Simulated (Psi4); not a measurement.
# Si2NH7 (SMILES [SiH3]N[SiH3]) at TPSSh/6-31G(d) (spherical functions)

What is the vertical ionisation energy of Si2NH7 at TPSSh/6-31G* (spherical functions)? Input form: a Python script.

The calculation is run with Psi4 1.11.

## (1) Starting point

Si2NH7 has 10 atoms, charge 0, and is taken as a singlet. SMILES: `[SiH3]N[SiH3]`. The shape is that of a PBE0-D4/def2-TZVP optimisation.

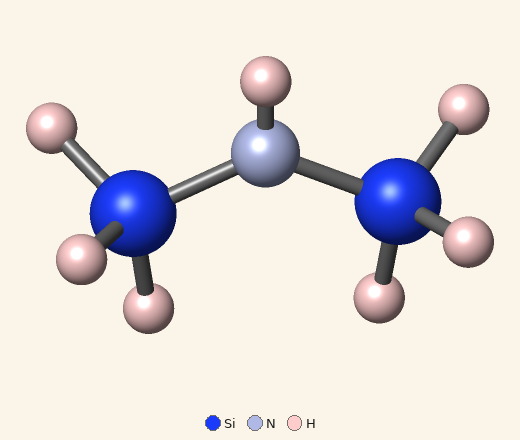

Viewed from a chosen angle; silicon blue, nitrogen light blue, hydrogen pink.

## (2) A single-point energy at TPSSh/6-31G(d) (spherical functions)

File h7nsi2.xyz:

```xyz
10
H7NSi2
Si    -1.042800     0.758390    -0.879990
N      0.119990     0.500410     0.368670
Si     0.995830    -0.935260     0.755390
H     -1.373610    -0.567260    -1.458240
H     -0.532280     1.645360    -1.962590
H     -2.274280     1.393560    -0.336440
H      0.361990     1.317290     0.912940
H      0.403090    -2.042290    -0.034740
H      0.897240    -1.243020     2.208320
H      2.444830    -0.827180     0.426680
```

File run.py:

```python
import psi4

psi4.set_memory(2200000000)
psi4.set_num_threads(1)
psi4.core.set_output_file('psi4.out', False)

with open('h7nsi2.xyz') as f:
    atoms = ''.join(f.readlines()[2:])
geom = psi4.geometry('0 1\n' + atoms + 'symmetry c1')

psi4.set_options({
    'basis': '6-31G*',
    'puream': True,
    'e_convergence': 1e-09,
    'd_convergence': 1e-08,
    'scf_type': 'pk',
    'dft_radial_points': 99,
    'dft_spherical_points': 590,
})

energy_value = psi4.energy("TPSSH")
print('E =', round(energy_value, 9))
```

Command:

```console
$ python run.py
```

psi4.out:

```text
[...]
  Running in c1 symmetry.
[...]
  Nuclear repulsion =  156.903590374845123
[...]
  Multiplicity = 1
[...]
  Nalpha       = 21
  Nbeta        = 21
[...]
    Number of basis functions: 64
[...]
   @RKS iter   1:  -637.70657661942096   -2.51506e-01   1.19373e-02 DIIS/ADIIS
[...]
   @RKS iter  10:  -637.97788430161506   -1.25056e-12   2.88037e-09 DIIS
[...]
    Orbital Energies [Eh]
    ---------------------
    Doubly Occupied:
       1A    -65.990480     2A    -65.990473     3A    -14.245298
       4A     -5.222967     5A     -5.222966     6A     -3.571065
       7A     -3.571061     8A     -3.569696     9A     -3.569688
      10A     -3.569190    11A     -3.569186    12A     -0.828785
      13A     -0.535030    14A     -0.519959    15A     -0.431034
      16A     -0.369910    17A     -0.356604    18A     -0.337290
      19A     -0.330934    20A     -0.323680    21A     -0.243706
[...]
  @RKS Final Energy:  -637.97788430161506
   => Energetics <=
    Nuclear Repulsion Energy =            156.9035903748451233
    One-Electron Energy =               -1193.3105835957906038
    Two-Electron Energy =                 444.9345273819624822
    DFT Exchange-Correlation Energy =     -46.5054184626320577
    Empirical Dispersion Energy =           0.0000000000000000
    VV10 Nonlocal Energy =                  0.0000000000000000
    Total Energy =                       -637.9778843016150631
[...]
 Multipole Moments:
 ------------------------------------------------------------------------------------
     Multipole            Electronic (a.u.)      Nuclear  (a.u.)        Total (a.u.)
 ------------------------------------------------------------------------------------
 L = 1.  Multiply by 2.5417464519 to convert [e a0] to [Debye]
 Dipole X            :          0.1857946           -0.0949107            0.0908838
 Dipole Y            :          0.7617899           -0.4571995            0.3045904
 Dipole Z            :          0.5574313           -0.3552558            0.2021755
 Magnitude           :                                                    0.3767096
[...]
```

On the terminal:

```text
E = -637.977884302
```

Wall time 48 s (1 thread of Intel Xeon at 2.70GHz, shared host); peak memory 1.4 GiB.

## (3) The doublet cation: energy and forces at UTPSSh/6-31G(d) (spherical functions)

File h7nsi2.py:

```python
import psi4

psi4.set_memory('2200 MB')
psi4.set_num_threads(1)
psi4.set_output_file('h7nsi2.out', False)

molecule = psi4.geometry("""
1 2
Si    -1.042800     0.758390    -0.879990
N      0.119990     0.500410     0.368670
Si     0.995830    -0.935260     0.755390
H     -1.373610    -0.567260    -1.458240
H     -0.532280     1.645360    -1.962590
H     -2.274280     1.393560    -0.336440
H      0.361990     1.317290     0.912940
H      0.403090    -2.042290    -0.034740
H      0.897240    -1.243020     2.208320
H      2.444830    -0.827180     0.426680
symmetry c1
""")

psi4.set_options({
    'reference': 'uks',
    'puream': True,
    'e_convergence': 1e-09,
    'd_convergence': 1e-08,
    'scf_type': 'pk',
    'dft_radial_points': 99,
    'dft_spherical_points': 590,
    'maxiter': 100,
})

e, wfn = psi4.gradient("tpssh/6-31G*", molecule=molecule, return_wfn=True)
psi4.oeprop(wfn, "DIPOLE", "WIBERG_LOWDIN_INDICES", "MAYER_INDICES", title="TPSSH")
print('gradient / Eh bohr^-1')
print(e.np.round(6))
print(f'energy = {wfn.energy():.10f} Eh')
```

Command:

```console
$ python h7nsi2.py
```

h7nsi2.out, shortened:

```text
[...]
  Running in c1 symmetry.
[...]
  Nuclear repulsion =  156.903590374845123
[...]
  Multiplicity = 2
[...]
  Nalpha       = 21
  Nbeta        = 20
[...]
    Number of basis functions: 64
[...]
   @UKS iter   1:  -637.44781933943500    7.25150e-03   9.85554e-03 DIIS/ADIIS
[...]
   @UKS iter  14:  -637.63616646385299   -7.95808e-13   2.98275e-09 DIIS
[...]
   @S^2 Observed:                7.576037678E-01
[...]
  @UKS Final Energy:  -637.63616646385299
   => Energetics <=
    Nuclear Repulsion Energy =            156.9035903748451233
    One-Electron Energy =               -1183.6782503973527128
    Two-Electron Energy =                 435.3518172557969024
    DFT Exchange-Correlation Energy =     -46.2133236971424139
    Empirical Dispersion Energy =           0.0000000000000000
    VV10 Nonlocal Energy =                  0.0000000000000000
    Total Energy =                       -637.6361664638529874
[...]
  -Total Gradient:
     Atom            X                  Y                   Z
    ------   -----------------  -----------------  -----------------
       1        0.044897394776     0.008305901093     0.042838369590
       2       -0.009418757632    -0.021054232338    -0.010069536271
       3       -0.017137730151     0.059822541232    -0.006865757193
       4       -0.004430494370    -0.003689817461    -0.004328042885
       5       -0.007074451218    -0.002820091738    -0.005725235612
       6       -0.005635307161    -0.002160724996    -0.005777257446
       7       -0.003471338023    -0.013601107198    -0.009760068246
       8       -0.000280873937    -0.007133150572    -0.001013437019
       9        0.001635103024    -0.008194363634     0.000038855180
      10        0.000919624567    -0.009458524997     0.000675157147
[...]
 Multipole Moments:
 ------------------------------------------------------------------------------------
     Multipole            Electronic (a.u.)      Nuclear  (a.u.)        Total (a.u.)
 ------------------------------------------------------------------------------------
 L = 1.  Multiply by 2.5417464519 to convert [e a0] to [Debye]
 Dipole X            :          0.3361630           -0.0949107            0.2412523
 Dipole Y            :          1.0682673           -0.4571995            0.6110678
 Dipole Z            :          0.6874417           -0.3552558            0.3321859
 Magnitude           :                                                    0.7361752
[...]
```

The script printed:

```text
gradient / Eh bohr^-1
[[ 4.4897e-02  8.3060e-03  4.2838e-02]
 [-9.4190e-03 -2.1054e-02 -1.0070e-02]
 [-1.7138e-02  5.9823e-02 -6.8660e-03]
 [-4.4300e-03 -3.6900e-03 -4.3280e-03]
 [-7.0740e-03 -2.8200e-03 -5.7250e-03]
 [-5.6350e-03 -2.1610e-03 -5.7770e-03]
 [-3.4710e-03 -1.3601e-02 -9.7600e-03]
 [-2.8100e-04 -7.1330e-03 -1.0130e-03]
 [ 1.6350e-03 -8.1940e-03  3.9000e-05]
 [ 9.2000e-04 -9.4590e-03  6.7500e-04]]
energy = -637.6361664639 Eh
```

Run time: 91 s. Hardware: 1 thread of Intel Xeon at 2.70GHz, shared host; peak memory 1.4 GiB.

## (4) Summary of results

At TPSSh/6-31G* (spherical functions):

```
                                          quantity          value
                      singlet Si2NH7: total energy  -637.97788 Eh
                     singlet Si2NH7: dipole moment         0.96 D
                       singlet Si2NH7: HOMO energy       -6.63 eV
                       singlet Si2NH7: LUMO energy        0.06 eV
                     singlet Si2NH7: HOMO–LUMO gap        6.69 eV
                      doublet cation: total energy  -637.63617 Eh
doublet cation: HOMO energy (highest over α and β)      -14.14 eV
 doublet cation: LUMO energy (lowest over α and β)      -11.90 eV
                              doublet cation: ⟨S²⟩          0.758
          doublet cation: largest force on an atom     3.219 eV/Å
vertical ionisation energy (to the doublet cation)       9.299 eV
```

In words: Removing an electron at fixed nuclei costs 9.30 eV (897 kJ/mol). The negative HOMO energy of the first species, 6.63 eV, lies 2.67 eV below that difference.
